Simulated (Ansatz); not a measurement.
## CrGe2As4 monolayer in a perpendicular field

What dipole does a perpendicular field induce in the CrGe2As4 monolayer? A positive field points along +c.

Calculated with Ansatz 0.2.0; plane-wave DFT, PBE-D3(BJ), Ansatz PAW.

## Step 1: Set-up

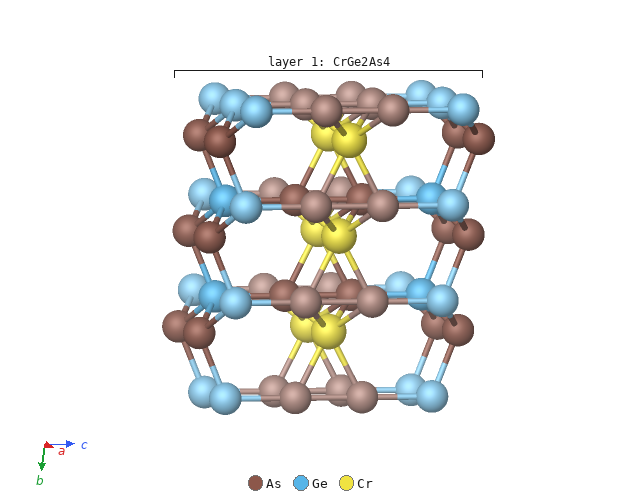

The starting structure, seen from the side, with the c axis across the page (arsenic brown, germanium blue, chromium yellow). 1×2×1 cells are drawn. Some periodic images of atoms are drawn too.

The cell holds 7 atoms: 4 As, 2 Ge and 1 Cr. Cell: a = 3.730 Å, b = 3.730 Å, c = 48.178 Å, α = 90.0°, β = 90.0°, γ = 120.0°. Vacuum lies along c.

## Step 2: Relaxation

The starting cell is a guess, so the in-plane lattice and the atoms are relaxed first, with the slab cut off from its images along the normal.

input.yaml reads:

```yaml
crystal:
  lattice:
    - [3.73, 0.0, 0.0]
    - [-1.865, 3.2302747561, 0.0]
    - [0.0, 0.0, 48.1783333188]
  atoms:
    - { symbol: As, position: [0.0, 0.0, 0.4109731208] }
    - { symbol: Ge, position: [0.3333333333, 0.6666666667, 0.4288857091] }
    - { symbol: As, position: [0.3333333333, 0.6666666667, 0.4770401354] }
    - { symbol: Cr, position: [0.0, 0.0, 0.5], spin: 1.0 }
    - { symbol: As, position: [0.3333333333, 0.6666666667, 0.5229598646] }
    - { symbol: Ge, position: [0.3333333333, 0.6666666667, 0.5711142909] }
    - { symbol: As, position: [0.0, 0.0, 0.5890268792] }
  periodic: [true, true, false]
magnetization:
  spin_polarized: true
kpoints:
  mp_grid: { grid: [12, 12, 1] }
hamiltonian:
  xc: pbe
  dispersion: d3bj
scf:
  occupations: { method: fermi_dirac, width: 0.05 }
  convergence: { dr2_threshold: 1.0e-09 }
relax:
  f_tol: 0.004
  max_steps: 90
  cell: {}
output:
  write_potential: true
  write_density: true
  volumetric_format: npy
```

The run is started by

```bash
> ansatz run input.yaml --threads 4 --pin off --max-ram 6144MiB --backend cpu --events-out ev --progress --plain --runs-dir out
```

Numbers of over 12 decimals in the logs are rounded to 6 here.

Output:

```text
Warning: relax.cell: scf.convergence.dr2_threshold = 1e-9 eV is looser than the 2.02807746359e-10 eV advised for a relaxation that steers and ends on the stress (1e-10 eV for each atom of the cell: 7, times the square of relax.cell.stress_2d_tol = 0.05 N/m over 18.6 Å (the atoms' height at the walk's start and 5 Å past either face), 2.691e-2 GPa, over a crystal's default 0.05). What an SCF threshold leaves in a stress goes as its square root, and in the free energy as the threshold itself, and one threshold admits the most on a small cell: [figures from the program's tests cut] Set scf.convergence.dr2_threshold to 2.02807746359e-10 eV or tighter. [rest of the remark cut]
Engine: ansatz 0.2.0, x86_64-unknown-linux-gnu
Pseudopotentials: kind: paw
Pseudopotential: As, paw, valence charge 15, recommended cutoff 420 eV (normal), As.paw.azcp
Pseudopotential: Ge, paw, valence charge 14, recommended cutoff 420 eV (normal), Ge.paw.azcp
Pseudopotential: Cr, paw, valence charge 14, recommended cutoff 420 eV (normal), Cr.paw.azcp
Functional definition: PBE
  parameter kappa = 0.804
  parameter beta = 0.066725
  exchange = pbe_x(kappa = kappa, mu = beta*pi^2/3)
  correlation = pbe_c(beta = beta)
Crystal: 7 atoms, lattice volume = 580.497 Å³
Basis set: ecut = 420 eV, 11393 PW (Γ), exchange–correlation on 50×50×648 points (8 copies of the dense FFT grid, shifted against one another)
Bands: 62, of which v1, the nominal top of the filled ones, is band 51 counted from 1 (50 counted from 0)
Symmetry: 12 space group operations
Space group: P-6m2 (ITA 187), of the structure as read, at distance tolerance 8.3e-5 Å
Magnetic group: BNS 187.209 (UNI 1439), of the structure as read, at distance tolerance 8.3e-5 Å
k-points: 19 of 144 (time reversal used)
Non-local potential: As, projectors of the file, l = 0: 2, l = 1: 2, l = 2: 3, l = 3: 1
Non-local potential: Ge, projectors of the file, l = 0: 2, l = 1: 2, l = 2: 3, l = 3: 1
Non-local potential: Cr, projectors of the file, l = 0: 3, l = 1: 2, l = 2: 3, l = 3: 1
PAW form: soft (Blöchl's): semilocal exchange-correlation on the pseudo side does not see the compensation charge
PAW one-centre angular grid: As, 590 points (default); XC on 64 Gauss nodes
PAW one-centre angular grid: Ge, 590 points (default); XC on 64 Gauss nodes
PAW one-centre angular grid: Cr, 590 points (default); XC on 64 Gauss nodes
Initial density: superposition of atomic densities (neutral atoms: chi_scale 0, normalization atom)
Starting moments: Σ|m| = 1 μB on 1 of 7 sites
Initial wavefunctions: pseudopotential atomic-orbital guess
Functional: x = pbe(κ = 0.804, μ = 0.219515), c = pbe(β = 0.066725)
SCF iter   1: F=—  HF=-31394.256210 eV  |F-HF|=—  |Δ(HF+E_count)|=         —  Δρ=1.93e-2 (↑1.93e-2 ↓1.79e-2)  dr2=8.53e0  dr2_m=5.63e-2  M=0.826 μB ∫|m|=0.997 μB  β_m=0.30  ethr=3.10e-3  ⟨swp⟩=13.0  Hψ=12029  notcnv=0  defer=14
Mixer restart at iter 1: flushing history
preconditioner: auto → LDOS  [metal: Δε(μ)=0.068 eV  Ē_g=9.083 eV  σ=0.050 eV  W_gap=0.32  n_scr=84 (ndim 8)  ℏωp=9.0 eV  f_vac=0.742  D(μ)=1.53/eV (n_scr^D=10)]
spin=Collinear: LDOS preconditioning applied to the charge; magnetization (m = ρ↑ − ρ↓) channel mixes plain (no charge-response kernel on spin).
SCF iter   2: F=—  HF=-31392.466350 eV  |F-HF|=—  |Δ(HF+E_count)|=    1.79e0  Δρ=9.01e-3 (↑8.09e-3 ↓9.01e-3)  dr2=1.49e0  dr2_m=4.42e-2  M=0.889 μB ∫|m|=1.064 μB  β_m=0.40  ethr=3.10e-3  ⟨swp⟩=3.9  Hψ=5590  notcnv=0  defer=152
SCF iter   3: F=—  HF=-31392.205105 eV  |F-HF|=—  |Δ(HF+E_count)|=   2.61e-1  Δρ=3.92e-3 (↑3.15e-3 ↓3.92e-3)  dr2=1.53e-1  dr2_m=2.11e-2  M=0.928 μB ∫|m|=1.114 μB  β_m=0.58  ethr=1.46e-3  ⟨swp⟩=2.7  Hψ=3173  notcnv=0  defer=150
SCF iter   4: F=—  HF=-31392.226554 eV  |F-HF|=—  |Δ(HF+E_count)|=         —  Δρ=1.54e-3 (↑1.54e-3 ↓1.54e-3)  dr2=3.41e-3  dr2_m=1.16e-2  M=1.007 μB ∫|m|=1.249 μB  β_m=0.58  ethr=1.50e-4  ⟨swp⟩=3.4  Hψ=5502  notcnv=0  defer=141
SCF iter   5: F=—  HF=-31392.228068 eV  |F-HF|=—  |Δ(HF+E_count)|=   1.51e-3  Δρ=1.13e-3 (↑1.13e-3 ↓8.62e-4)  dr2=9.32e-4  dr2_m=5.07e-3  M=1.029 μB ∫|m|=1.285 μB  β_m=0.79  ethr=3.34e-6  ⟨swp⟩=3.5  Hψ=5128  notcnv=0  defer=141
SCF iter   6: F=—  HF=-31392.228759 eV  |F-HF|=—  |Δ(HF+E_count)|=   6.91e-4  Δρ=2.32e-4 (↑1.74e-4 ↓2.32e-4)  dr2=2.49e-3  dr2_m=3.62e-5  M=1.052 μB ∫|m|=1.331 μB  β_m=0.68  ethr=9.14e-7  ⟨swp⟩=3.3  Hψ=5144  notcnv=0  defer=141
SCF iter   7: F=—  HF=-31392.228201 eV  |F-HF|=—  |Δ(HF+E_count)|=   5.58e-4  Δρ=1.01e-4 (↑4.95e-5 ↓1.01e-4)  dr2=8.53e-5  dr2_m=2.09e-5  M=1.059 μB ∫|m|=1.340 μB  β_m=0.71  ethr=9.14e-7  ⟨swp⟩=3.0  Hψ=4866  notcnv=0  defer=141
SCF iter   8: F=—  HF=-31392.228237 eV  |F-HF|=—  |Δ(HF+E_count)|=   3.60e-5  Δρ=4.61e-5 (↑4.27e-5 ↓4.61e-5)  dr2=7.73e-6  dr2_m=9.80e-6  M=1.061 μB ∫|m|=1.344 μB  β_m=0.82  ethr=8.37e-8  ⟨swp⟩=3.2  Hψ=4790  notcnv=0  defer=141
SCF iter   9: F=—  HF=-31392.508063 eV  |F-HF|=—  |Δ(HF+E_count)|=         —  Δρ=1.49e-2 (↑1.49e-2 ↓1.32e-2)  dr2=1.80e-2  dr2_m=1.05e0  M=2.181 μB ∫|m|=2.482 μB  β_m=1.00  ethr=7.57e-9  ⟨swp⟩=3.0  Hψ=4892  notcnv=0  defer=141
Mixer restart at iter 9: flushing history
SCF iter  10: F=—  HF=-31392.270396 eV  |F-HF|=—  |Δ(HF+E_count)|=         —  Δρ=1.55e-3 (↑9.68e-4 ↓1.55e-3)  dr2=2.32e-3  dr2_m=7.92e-3  M=2.231 μB ∫|m|=2.633 μB  β_m=0.82  ethr=4.90e-5  ⟨swp⟩=3.5  Hψ=4885  notcnv=0  defer=142
SCF iter  11: F=—  HF=-31392.273464 eV  |F-HF|=—  |Δ(HF+E_count)|=   3.07e-3  Δρ=1.29e-3 (↑1.29e-3 ↓4.55e-4)  dr2=4.36e-3  dr2_m=3.89e-3  M=2.257 μB ∫|m|=2.691 μB  β_m=0.91  ethr=2.27e-6  ⟨swp⟩=3.2  Hψ=5476  notcnv=0  defer=143
SCF iter  12: F=—  HF=-31392.272793 eV  |F-HF|=—  |Δ(HF+E_count)|=   6.71e-4  Δρ=3.29e-4 (↑3.29e-4 ↓3.09e-4)  dr2=1.85e-3  dr2_m=2.61e-5  M=2.250 μB ∫|m|=2.692 μB  β_m=0.85  ethr=2.27e-6  ⟨swp⟩=3.0  Hψ=5182  notcnv=0  defer=137
SCF iter  13: F=—  HF=-31392.272537 eV  |F-HF|=—  |Δ(HF+E_count)|=   2.56e-4  Δρ=3.75e-5 (↑3.75e-5 ↓1.43e-5)  dr2=1.95e-5  dr2_m=2.53e-6  M=2.256 μB ∫|m|=2.708 μB  β_m=0.80  ethr=1.81e-6  ⟨swp⟩=2.9  Hψ=4796  notcnv=0  defer=140
SCF iter  14: F=—  HF=-31392.272529 eV  |F-HF|=—  |Δ(HF+E_count)|=   8.45e-6  Δρ=1.46e-5 (↑1.09e-5 ↓1.46e-5)  dr2=3.07e-6  dr2_m=2.94e-7  M=2.257 μB ∫|m|=2.708 μB  β_m=0.76  ethr=1.91e-8  ⟨swp⟩=3.8  Hψ=4629  notcnv=0  defer=140
SCF iter  15: F=—  HF=-31392.272528 eV  |F-HF|=—  |Δ(HF+E_count)|=   4.75e-7  Δρ=3.92e-6 (↑3.92e-6 ↓3.22e-6)  dr2=3.54e-8  dr2_m=6.08e-8  M=2.257 μB ∫|m|=2.709 μB  β_m=0.80  ethr=3.01e-9  ⟨swp⟩=3.0  Hψ=4878  notcnv=0  defer=140
[...]
Initial wavefunctions: pseudopotential atomic-orbital guess (no wavefunctions were taken with the density)
iter 1 solved again at ethr=7.18e-7 eV; its pass at ethr=3.10e-3 eV (dr2=7.32e-4 eV) is discarded
SCF iter   1: F=—  HF=-31394.502575 eV  |F-HF|=—  |Δ(HF+E_count)|=         —  Δρ=6.62e-6 (↑6.46e-6 ↓6.62e-6)  dr2=4.03e-7  dr2_m=3.85e-8  M=1.950 μB ∫|m|=2.761 μB  β_m=0.65  ethr=7.18e-7  ⟨swp⟩=5.6  Hψ=19474  notcnv=0
eigensolver tolerance schedule: the retry pair's looser diagonalisation over-reported the residual by 1813.12 of it (diagonalisation noise at 0.72 of the residual, at the tolerance the schedule requests for it); recorded, not acted on — ethr = c·dr2/N_el stays at c = 1.0e-1
preconditioner: auto → LDOS  [metal: Δε(μ)=0.113 eV  Ē_g=8.134 eV  σ=0.050 eV  W_gap=0.49  n_scr=24 (ndim 8)  ℏωp=9.1 eV  f_vac=0.719  D(μ)=1.09/eV (n_scr^D=8)]
spin=Collinear: LDOS preconditioning applied to the charge; magnetization (m = ρ↑ − ρ↓) channel mixes plain (no charge-response kernel on spin).
SCF iter   2: F=—  HF=-31394.502691 eV  |F-HF|=—  |Δ(HF+E_count)|=   1.15e-4  Δρ=3.96e-6 (↑3.75e-6 ↓3.96e-6)  dr2=1.79e-7  dr2_m=2.38e-9  M=1.950 μB ∫|m|=2.761 μB  β_m=0.46  ethr=3.96e-10  ⟨swp⟩=4.2  Hψ=6761  notcnv=0
SCF iter   3: F=—  HF=-31394.502691 eV  |F-HF|=—  |Δ(HF+E_count)|=   1.88e-9  Δρ=1.88e-6 (↑1.68e-6 ↓1.88e-6)  dr2=4.69e-8  dr2_m=9.45e-10  M=1.950 μB ∫|m|=2.761 μB  β_m=0.53  ethr=1.75e-10  ⟨swp⟩=2.4  Hψ=4162  notcnv=0
SCF iter   4: F=—  HF=-31394.502691 eV  |F-HF|=—  |Δ(HF+E_count)|=   4.03e-8  Δρ=8.89e-7 (↑7.34e-7 ↓8.89e-7)  dr2=3.57e-8  dr2_m=3.91e-10  M=1.950 μB ∫|m|=2.761 μB  β_m=0.46  ethr=4.60e-11  ⟨swp⟩=3.0  Hψ=3423  notcnv=0
SCF iter   5: F=—  HF=-31394.502691 eV  |F-HF|=—  |Δ(HF+E_count)|=   7.47e-9  Δρ=3.50e-7 (↑2.60e-7 ↓3.50e-7)  dr2=5.40e-10  dr2_m=2.53e-10  M=1.950 μB ∫|m|=2.761 μB  β_m=0.52  ethr=3.50e-11  ⟨swp⟩=2.7  Hψ=3012  notcnv=0
SCF iter   6: F=-31394.502691 eV  HF=-31394.502691 eV  |F-HF|=2.51e-9  |Δ(HF+E_count)|=   6.84e-9  Δρ=1.83e-7 (↑1.83e-7 ↓8.25e-8)  dr2=3.88e-10  dr2_m=5.37e-11  M=1.950 μB ∫|m|=2.761 μB  ethr=1.00e-12  ⟨swp⟩=10.1  Hψ=17398  notcnv=0
WARN: dispersion: an atom stands within reach of a switch of its C6 between two reference coordination numbers of its element: through that C6 alone, e_disp changes by 0.025 eV or more while the distances to its neighbours run over a stretch of 0.05 Å that contains this geometry (sites counted from 0 in the run's list of atoms or, in a supercell that it derives, in that cell's: here a list of 7) — site 3 (Cr): coordination number 6.055 (about 5.91 to 6.20 with every neighbour 0.05 Å farther or nearer), switch near 6.223 between the references 1.827 (weight 1.00) and 10.619 (weight 0.00), e_disp changing by some 0.04 eV. [rest of the remark cut]
SCF 9 converged in 6 iterations: F = -31394.502691 eV  dr2 = 3.88e-10
relax step   9: F+E_penalty+E_count = -31394.50269058 eV  Δ(F+E_penalty+E_count) = +7.897e-4 eV  max|allowed force component| = 2.972e-3 eV/Å  Δτ_max = 0.0000 Å  P = -0.004 N/m  Ω = 561.998 Å³  fix = [c, alpha, beta]  reactions: c +0.000 N/m  stress off target by 4.46e-3 N/m on what of the cell is left free  SCF on the basis re-selected at this cell (its energy is not comparable with the rows above)  (6 SCF iters)
basis re-selected at this cell: Δ(F+E_penalty+E_count) = +7.897e-4 eV, ΔP = -0.009 N/m vs the last step (what re-selecting the basis moved, of the pressure what is left beyond the Pulay correction that the steps carried, after the strain that the cell walked since its last selection, with what the two solves' SCF thresholds leave and, on support functions, any second-order correction that the steps lacked; it is no m [...]
WARN: The output density's exchange-correlation potential varies sharply where the density is thin. Do not read a vacuum level from v_tot or v_xc, or from such a field of the output density. On a cell that repeats whose density bears no net charge and no dipole along the vacuum's axis use v_es (v_loc + v_h of the components); under efield.dipole_correction with no amplitude use v_es + v_field, which holds any externa [...]
SCF converged after 6 iterations
Magnetization: 1.9502 μB (51.9751 up, 50.0249 down)
Absolute magnetization: 2.7530 μB (∫|ρ↑−ρ↓|, with the PAW one-centre terms)
Spin contamination: 0.1558 ħ² per cell (⟨S²⟩ above its minimum at these occupations)
Per-site moments (μB) at R_I (Å): [(-0.00646745, 1.000462), (0.00913067, 1.000462), (-0.114146, 1.008226), (2.063148, 1.037519), (-0.114146, 1.008226), (0.00913067, 1.000462), (-0.00646745, 1.000462)]
Free energy (F): -31394.502691 eV
Harris-Foulkes:  -31394.502691 eV  (|F-HF|=2.51e-9)
Internal energy: -31394.492524 eV  (E = F + TS)
E sigma→0 (E₀):  -31394.497607 eV
Entropy (-TS):   -0.010167 eV (-1.452 meV/atom)
Fermi energy:    -4.784122 eV
--- Per-component energies (eV) ---
  E_band       = -2969.168909
  E_kinetic    = 977.860772
  E_local      = -663755.386190  (includes V_loc(G=0)·N_el)
  E_nonlocal   = -1763.169089
  E_hartree    = 331067.083233
  E_xc         = -606.961117
  E_vxc        = -623.253052  (∫ρ·V_xc dr)
  E_paw        = -12577.322138  (= ΣΔE_a)
  E_vpaw       = 60.619063  (= ΣTr[D̂ρ^β])
  E_aug_tail   = 0.000941  (compensation charges beyond the density's cutoff)
  E_ewald      = 315265.807601
  E_disp       = -2.406538  (pairwise vdW)
  E_smearing   = -0.010167  (= −TS)
  E_closure    = -0.000000  (closes the sum)
  Σ components = -31394.502691   (vs F -31394.502691, Δ=0.00e0)
--- Forces (eV/Å), atoms counted from 1 ---
  atom   1  As    -0.00000000     0.00000000    -0.00297237
  atom   2  Ge    -0.00000000     0.00000000     0.00211992
  atom   3  As    -0.00000000    -0.00000000     0.00142948
  atom   4  Cr    -0.00000000     0.00000000     0.00000000
  atom   5  As    -0.00000000     0.00000000    -0.00142948
  atom   6  Ge    -0.00000000     0.00000000    -0.00211992
  atom   7  As    -0.00000000     0.00000000     0.00297237
  max |Σ_I F_I| component: 1.39e-16 eV/Å
--- 2D stress c σ (N/m, compression-positive) ---
       -0.004458      -0.000000       0.000000
       -0.000000      -0.004458       0.000000
        0.000000       0.000000       0.000000
  P = ½ c Tr σ = -0.0045 N/m
--- Band table (eV; the first three rows and the last of 38) ---
  k-point 0 ↑: bands = [... 47 lower, -5.1576, -5.1576, -5.1421, -5.1421, -3.0769, -2.8155, -2.5189, -2.5189, ... 7 higher]
  k-point 1 ↑: bands = [... 47 lower, -5.6705, -5.5029, -5.3555, -5.3325, -3.0548, -2.7521, -2.6633, -2.4937, ... 7 higher]
  k-point 2 ↑: bands = [... 47 lower, -5.8200, -5.7964, -5.7500, -5.5442, -3.7883, -3.3595, -3.0816, -2.4823, ... 7 higher]
  k-point 18 ↓: bands = [... 47 lower, -7.1645, -6.5424, -5.8996, -4.0271, -3.7393, -3.3184, -3.2279, -3.0233, ... 7 higher]
  the weakly bound empty levels are not read free of the cell's end (no_gap_told)
--- Relaxed structure (8 steps of the walk, 8 accepted, 1 SCFs on fresh bases) ---
  F+E_penalty+E_count = -31394.50269058 eV   max|allowed force component| = 2.972e-3 eV/Å   (the final SCF, on the basis selected at the relaxed cell)
  cell:  # Å, volume = 561.9980 Å³
    - [3.670086, 0.0, 0.0]
    - [-1.835043, 3.178387, 0.0]
    - [0.0, 0.0, 48.1783333188]
  atoms:
    - { symbol: As, position: [1.057355261855499e-17, -5.1357255561990634e-17, 0.396647] }
    - { symbol: Ge, position: [0.333333, 0.666667, 0.421141] }
    - { symbol: As, position: [0.333333, 0.666667, 0.471873] }
    - { symbol: Cr, position: [1.057355261855499e-17, -5.1357255561990634e-17, 0.5] }
    - { symbol: As, position: [0.333333, 0.666667, 0.528127] }
    - { symbol: Ge, position: [0.333333, 0.666667, 0.578859] }
    - { symbol: As, position: [1.057355261855499e-17, -5.1357255561990634e-17, 0.603353] }
```

Run time: 4.4 min. Hardware: 4 threads of Intel Xeon Platinum 8488C (Sapphire Rapids), shared host; peak memory 2.2 GiB.

The steps of the relaxation:

```csv
step,energy less that of the first step (eV),largest force component (eV/Å),volume (Å³)
1,0.0000,4.4272,580.50
2,-1.3064,1.5568,592.81
3,-1.8454,0.7768,582.66
4,-2.1688,0.6154,566.74
5,-2.2266,0.1318,560.26
6,-2.2307,0.0102,560.30
7,-2.2309,0.0064,561.19
8,-2.2310,0.0029,562.00
9*,-2.2302,0.0030,562.00
```

Relaxation steps marked * repeat the geometry before them on a plane-wave basis chosen anew for their cell, so energy and pressure can jump there.

Forces are held to the 12 operations that the run works with; a distortion that breaks them can't arise in this run.

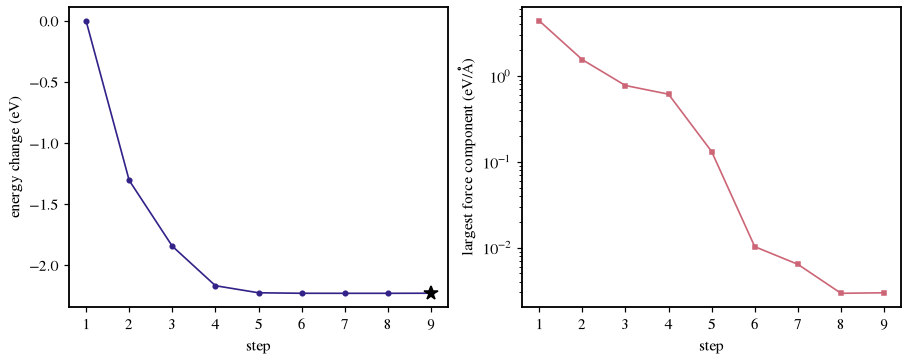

Energy and largest force along the relaxation. Stars mark steps on a basis chosen anew.

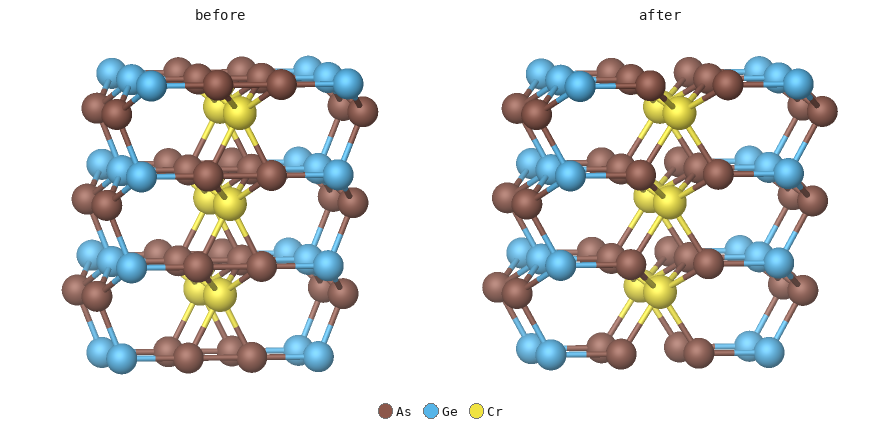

Before and after, at one scale.

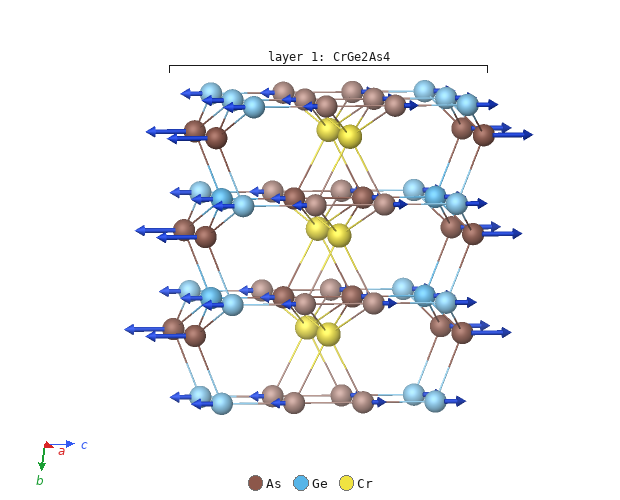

Displacements in the relaxation, exaggerated, measured against the changing cell; the longest in the cell stands for 0.69 Å. 1×2×1 cells are drawn. Some periodic images of atoms are drawn too.

```csv
cell as run,before,after,change
a (Å),3.730,3.670,-1.6 %
b (Å),3.730,3.670,-1.6 %
```

The atoms that moved most (Å, along periodic axes as changes of fractional coordinates times the final cell, across vacuum about the mean position):

```csv
atom,dx,dy,dz,length
As7,0.000,0.000,0.690,0.690
As1,0.000,0.000,-0.690,0.690
Ge6,0.000,0.000,0.373,0.373
Ge2,0.000,0.000,-0.373,0.373
As5,0.000,0.000,0.249,0.249
As3,0.000,0.000,-0.249,0.249
```

Numbers from this step:

```yaml
energy_at_zero_smearing: -31394.4976 eV
total_moment: 1.950 μB
site_moments: -0.006467, 0.009131, -0.1141, 2.063, -0.1141, 0.009131, -0.006467 μB
```

Site moment by atom:

```csv
atom,site moment (μB)
As1,-0.01
Ge2,0.01
As3,-0.11
Cr4,2.06
As5,-0.11
Ge6,0.01
As7,-0.01
```

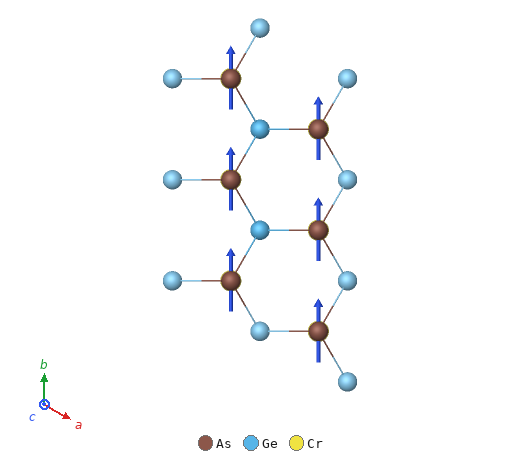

Site moment as arrows, the longest 2.06 μB. Up and down stand for the sign. Arrows give size and sign along the axis of quantisation, drawn up and down the page. 1×2×1 cells are drawn. Some periodic images of atoms are drawn too.

The lattice constant a goes from 3.730 to 3.670 Å.

(Part 1 of 3 ends here.)

[Logs are printed without paths, hosts, clocks, repeated set-up lines and the standing remarks that a program may print on its own settings, such as how far it seeks lower states.]

[Hosts, paths, dates, database ids (printed as entryN), source tags and the programs' standing remarks are cut or masked in the printed files.]

[Maps of the electrostatic potential energy from Ansatz leave out the sawtooth potential of an applied field or a dipole correction, so their vacuum need not be flat; planar profiles and work functions include it.]
